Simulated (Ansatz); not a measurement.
# Fields on a plane of NiSi2 (fluorite type, space group Fm-3m)

```yaml
crystal:
  lattice:
    - [0.00000, 2.72225, 2.72225]
    - [2.72225, 0.00000, 2.72225]
    - [2.72225, 2.72225, 0.00000]
  atoms:
    - { symbol: Ni, position: [0.00000, 0.00000, 0.00000] }
    - { symbol: Si, position: [0.25000, 0.25000, 0.25000] }
    - { symbol: Si, position: [0.75000, 0.75000, 0.75000] }
```

The slice is a {100} plane (indices of the conventional cell) through the point (0.250, 0.250, 0.250) (fractional), spanned by u = [100] and v = [0 1 -1] in vectors of this cell: u (3.85 Å) and v (3.85 Å, at 90° to u). It covers one period; positions are fractions (u, v).

Atoms on it: Si at (0.00, 0.00); Si at (0.50, 0.50).

Computed with PBE (plane waves to 420 eV, PAW, scalar-relativistic; Ansatz, a first-principles code). k mesh 15×15×15. These are valence fields of a PAW run, semicore shells included where kept as valence: close to a nucleus they are smooth pseudo fields. NiSi2 is run without spin polarisation. NiSi2 was relaxed with its symmetry unable to fall.

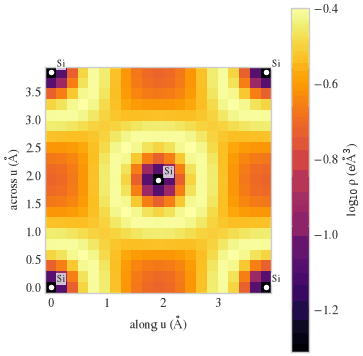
*Log₁₀ of the valence density in e/Å³, one period of the plane, atoms marked. The scale is logarithmic, as a density can span decades between atoms and voids.*

```
|xxxxxx=%@@@@@%=xxxxx|
|xxxxx +%@@@@@%+ xxxx|
|xxxxx:*%%%#%%%*:xxxx|
|xxxx.+**+===+**+.xxx|
|xx -+*+- xxx -+*+- x|
|==+**+.xxxxxxx.+**+=|
|#%%%*:xxxxxxxxx:*%%%|
|@@@%+ xxxxxxxxx +%@@|
|@@@%=xxxxxxxxxxx=%@@|
|@@@#=xxxxxxxxxxx=#@@|
|@@@%=xxxxxxxxxxx=%@@|
|@@@%+ xxxxxxxxx +%@@|
|#%%%*:xxxxxxxxx:*%%%|
|==+**+.xxxxxxx.+**+=|
|xx -+*+- xxx -+*+- x|
|xxxx.+**+===+**+.xxx|
|xxxxx:*%%%#%%%*:xxxx|
|xxxxx +%@@@@@%+ xxxx|
|xxxxxx=%@@@@@%=xxxxx|
|xxxxxx=#@@@@@#=xxxxx|
```
Scale: ten equal steps from 2.84 (start of ' ') to 10.35 (end of '@'), in the order ' .:-=+*#%@'. Values: electrostatic potential energy of an electron, from the cell's mean, in eV. The map has 20 points along u (one character each, u = 0 at the left) and 20 along v (v = 0 in the bottom row). Points within 1 Å of a nucleus are blanked (x), as the pseudised field means little there. The zero, the cell's mean, hangs on the PAW cores.
